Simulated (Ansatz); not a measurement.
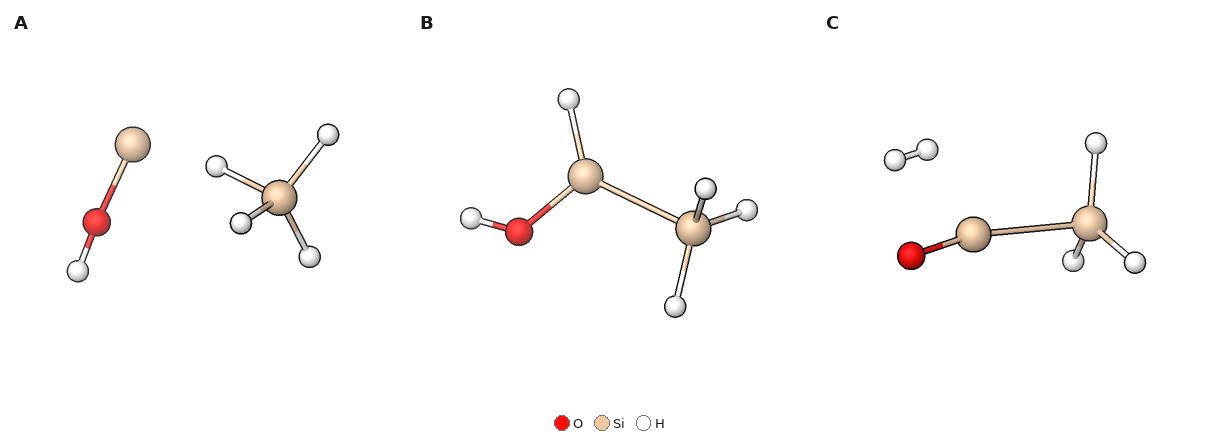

3 stationary structures of one formula. Charge +1, singlet. Geometries: PBE-D4/def2-SVP. Electronic energies: PBE-D4/def2-SVP (Ansatz 0.2.0), without zero-point energy. No frequency run is at hand to confirm each as a minimum. Each is one conformer, not always the lowest.

Which is lowest in energy, and by how much?

Answer. B is lowest (Cs); A lies 0.409 eV above it (Cs), C lies 2.179 eV above it (C1).
